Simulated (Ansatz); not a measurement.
**SnH2 (SMILES [H][Sn][H]) at 6 levels**

Aim: a comparison of 6 runs (UHF/STO-3G, BHLYP/STO-3G, HSE06/STO-3G, UB3LYP/STO-3G, wB97X/STO-3G, CCSDT/STO-3G) of SnH2. 

The results are computed with Ansatz 0.2.0.

32 further runs of the same task are left out: 2 that didn't finish, 30 set aside as unsound or not needed.

### 1 Starting point

SnH2: 3 atoms, total charge 0, spin state singlet. As SMILES, `[H][Sn][H]`. The H2–Sn1 distance was set to 2.700 Å, away from the relaxed value. At this shape a bond of the SMILES string is far longer than usual.

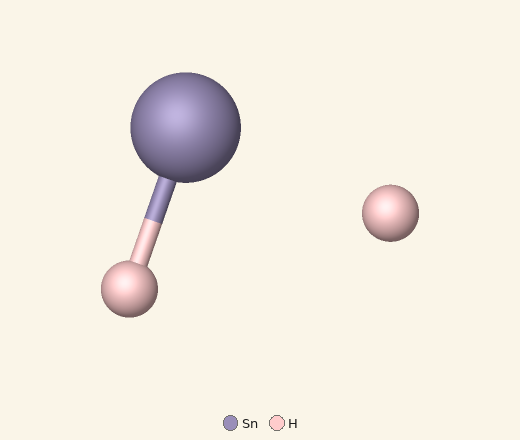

Viewed from a chosen angle; tin purple, hydrogen pink.

### 2 The energy at UHF/STO-3G (run 1)

The input, job.yaml:

```yaml
crystal:
  periodic: [false, false, false]
  atoms:
    - {symbol: Sn, position_ang: [-0.610534, -0.004405, -1.526546]}
    - {symbol: H, position_ang: [1.236480, -0.017770, 0.442810]}
    - {symbol: H, position_ang: [-1.857334, 0.031085, -0.229216]}
basis:
  gaussian:
    orbitals: STO-3G
magnetization:
  spin_polarized: true
  initial_magnetization: 0
hamiltonian:
  xc: hf
accuracy: high
```

Started as:

```console
$ ansatz run job.yaml --threads 1 --pin off --max-ram 2610MiB --events-out events.jsonl --progress --plain --runs-dir runs
```

The log of the run:

```text
Warning: RAYON_NUM_THREADS=1 ignored (pool sized by the plan → 1); use --threads N
Functional definition: HF
  name "HF"
  exchange = exact_x
  correlation = 0
492 factors; integrals over basis functions are off by at most 5.0e-9 eV
mean field evaluation 1: about -162292.7985 eV, gradient 9.0e0 eV
mean field evaluation 2: about -162292.8130 eV, gradient 8.9e0 eV
mean field evaluation 4: about -162294.7235 eV, gradient 4.9e-1 eV
mean field evaluation 8: about -162294.7260 eV, gradient 1.0e-5 eV
mean field evaluation 16: about -162294.7533 eV, gradient 1.6e-1 eV
mean field evaluation 32: about -162294.7555 eV, gradient 2.8e-2 eV
mean field evaluation 64: about -162295.9318 eV, gradient 1.9e-1 eV
mean field evaluation 96: about -162295.8062 eV, gradient 4.1e-1 eV
mean field evaluation 128: about -162295.7892 eV, gradient 6.2e-1 eV
mean field evaluation 160: about -162292.3721 eV, gradient 1.8e0 eV
mean field evaluation 192: about -162295.4961 eV, gradient 5.2e-1 eV
mean field evaluation 224: about -162295.5720 eV, gradient 1.2e-4 eV
mean field -162295.95150277 eV, -5964.2662095799 hartree, gradient 2.4e-8 eV, S^2 0.834503; 11 other end points of the search recorded, 0 dependent functions left out
reference -162295.95150277 eV, -5964.2662095799 hartree; 26, 26 occupied and 3, 3 virtual orbitals, 492 factors
Total energy: -162295.95150277 eV, -5964.2662095799 hartree
```

Wall time 1.9 s (1 thread of Arm Neoverse V1, shared host).

### 3 A single-point energy at BHLYP/STO-3G (run 2)

The input, in.yaml:

```yaml
basis:
  gaussian: {orbitals: STO-3G}
crystal:
  periodic: [false, false, false]
  atoms:
    - symbol: Sn
      position_ang: [-0.610534, -0.004405, -1.526546]
    - symbol: H
      position_ang: [1.236480, -0.017770, 0.442810]
    - symbol: H
      position_ang: [-1.857334, 0.031085, -0.229216]
hamiltonian: {xc: {name: BHLYP}}
accuracy: high
```

Started as:

```console
$ ansatz run in.yaml --threads 1 --pin off --max-ram 2610MiB --events-out events.jsonl --progress --plain --runs-dir runs
```

The log of the run:

```text
Warning: RAYON_NUM_THREADS=1 ignored (pool sized by the plan → 1); use --threads N
Functional definition: BHLYP
  name "BHLYP"
  parameter a = 0.5
  exchange = (1 - a)*b88_x + a*exact_x
  correlation = lyp_c
492 factors; integrals over basis functions are off by at most 5.0e-9 eV
mean field evaluation 1: about -162353.7375 eV, gradient 1.5e1 eV
mean field evaluation 2: about -162351.7691 eV, gradient 2.1e1 eV
mean field evaluation 4: about -162356.2433 eV, gradient 2.2e-1 eV
mean field evaluation 8: about -162356.2188 eV, gradient 2.0e-3 eV
mean field evaluation 16: about -162356.2188 eV, gradient 2.1e-8 eV
mean field -162356.21876270 eV, -5966.4809905315 hartree, gradient 2.1e-8 eV, S^2 0.000000; 0 other end points of the search recorded, 0 dependent functions left out
reference -162356.21878007 eV, -5966.4809911698 hartree; 26, 26 occupied and 3, 3 virtual orbitals, 492 factors
Total energy: -162356.21878007 eV, -5966.4809911698 hartree
```

Run time: 1.2 s. Hardware: 1 thread of Arm Neoverse V1, shared host; peak memory 0.093 GiB.

Run 3 isn't shown in full; the table further down has it.

### 4 The energy at UB3LYP/STO-3G (run 4)

The input, run.yaml:

```yaml
crystal:
  periodic: [false, false, false]
  atoms:
    - {symbol: Sn, position_ang: [-0.610534, -0.004405, -1.526546]}
    - {symbol: H, position_ang: [1.236480, -0.017770, 0.442810]}
    - {symbol: H, position_ang: [-1.857334, 0.031085, -0.229216]}
basis:
  gaussian: {orbitals: STO-3G}
magnetization: {spin_polarized: true}
hamiltonian: {xc: {name: B3LYP}}
accuracy: high
```

Started as:

```console
$ ansatz run run.yaml --threads 1 --pin off --max-ram 2610MiB --events-out events.jsonl --progress --plain --runs-dir runs
```

The log of the run:

```text
Warning: RAYON_NUM_THREADS=1 ignored (pool sized by the plan → 1); use --threads N
Functional definition: B3LYP
  name "B3LYP"
  parameter a0 = 0.2
  parameter ax = 0.72
  parameter ac = 0.81
  exchange = (1 - a0 - ax)*slater_x + ax*b88_x + a0*exact_x
  correlation = (1 - ac)*vwn_rpa_c + ac*lyp_c
492 factors; integrals over basis functions are off by at most 5.0e-9 eV
mean field evaluation 1: about -162348.7331 eV, gradient 1.2e1 eV
mean field evaluation 2: about -162335.1912 eV, gradient 1.1e1 eV
mean field evaluation 4: about -162347.7909 eV, gradient 1.3e1 eV
mean field evaluation 8: about -162351.7187 eV, gradient 1.5e-3 eV
mean field evaluation 16: about -162351.7483 eV, gradient 1.3e-1 eV
mean field evaluation 32: about -162350.5570 eV, gradient 4.4e0 eV
mean field -162351.75001528 eV, -5966.3167670931 hartree, gradient 9.3e-8 eV, S^2 0.213678; 5 other end points of the search recorded, 0 dependent functions left out
reference -162351.75004059 eV, -5966.3167680231 hartree; 26, 26 occupied and 3, 3 virtual orbitals, 492 factors
Total energy: -162351.75004059 eV, -5966.3167680231 hartree
```

It took 4.5 s on 1 thread of Arm Neoverse V1, shared host; peak memory 0.13 GiB.

Run 5 isn't shown in full; the table further down has it.

### 5 A single-point energy at CCSDT/STO-3G (run 6)

run.yaml, as its differences from that of step 4:

```diff
@@ -8,4 +8,4 @@
   gaussian: {orbitals: STO-3G}
-magnetization: {spin_polarized: true}
-hamiltonian: {xc: {name: B3LYP}}
+correlation: {method: ccsdt, frozen_orbitals: {H: 0, Sn: 18}}
 accuracy: high
+scf: {omitted_lower_state_checks: [cluster_reference, increment]}
```

Started as:

```console
$ ansatz run run.yaml --threads 1 --pin off --max-ram 2610MiB --events-out events.jsonl --progress --plain --runs-dir runs
```

The log of the run, shortened:

```text
Warning: RAYON_NUM_THREADS=1 ignored (pool sized by the plan → 1); use --threads N
[... 2 set-up lines as earlier in the session ...]
[...]
492 factors; integrals over basis functions are off by at most 5.0e-9 eV
[...]
mean field -162294.72599019 eV, -5964.2211728232 hartree, gradient 7.6e-9 eV, S^2 0.000000; 3 other end points of the search recorded, 0 dependent functions left out; unrestricted orbitals would lower it
18 core orbitals not correlated: weight in the atoms' cores, before any rotation towards them, 1.000 or more for the frozen orbitals, at most 0.000 for the correlated occupied ones
reference -162294.72599019 eV, -5964.2211728232 hartree; 8, 8 occupied and 3, 3 virtual orbitals, 492 factors
second order -1.59218942 eV of doubles, -0.00000000 eV of singles
cycle   1  -2.07799502 eV  change   -6.6e-1 eV  update   1.2e-1
[...]
cycle  27  -2.84121777 eV  change   1.4e-10 eV  update  8.6e-11
WARN: these amplitudes may be one of several solutions (largest doubles amplitude 0.38, level shift 1.55 eV)
Total energy: -162297.56720796 eV, -5964.3255856505 hartree
Checks for a lower state left out: cluster_reference, increment
```

Run time: 0.87 s. Hardware: 1 thread of Arm Neoverse V1, shared host.

### 6 The series

```csv
run,level,frozen core orbitals,energy (Eh),wall time
1,UHF/STO-3G,–,-5964.266210,1.9 s
2,BHLYP/STO-3G,–,-5966.480991,1.2 s
3,HSE06/STO-3G,–,-5966.048078,1.7 s
4,UB3LYP/STO-3G,–,-5966.316768,4.5 s
5,wB97X/STO-3G,–,-5966.452564,5.1 s
6,CCSDT/STO-3G,18,-5964.325586,0.87 s
```

### 7 Results

| quantity | value |
| --- | --- |
| run 6: total energy | -5964.32559 Eh |
| run 6: correlation energy (18 core orbitals frozen) | -104.4 mEh |
| run 6: T1 diagnostic | 0.024 |

In words: Totals of different functionals can't be ranked against each other. In run 6 the log says that unrestricted orbitals would lower the reference, so the values rest on an unstable closed-shell determinant (other closed-shell runs at this shape may share the fault). In runs 1, 2, 3, 4, 5, 6 the basis is minimal, so the values are rough. In runs 1, 2, 3, 4, 5, 6 relativity is left out where basis or elements ask for it. Spin contamination of the reference: run 1 ⟨S²⟩ = 0.83, run 4 ⟨S²⟩ = 0.21. Where it is this large, the reference is a mixture of spin states, and values that rest on it are in doubt. All runs together took 15 s, the longest 5.1 s.
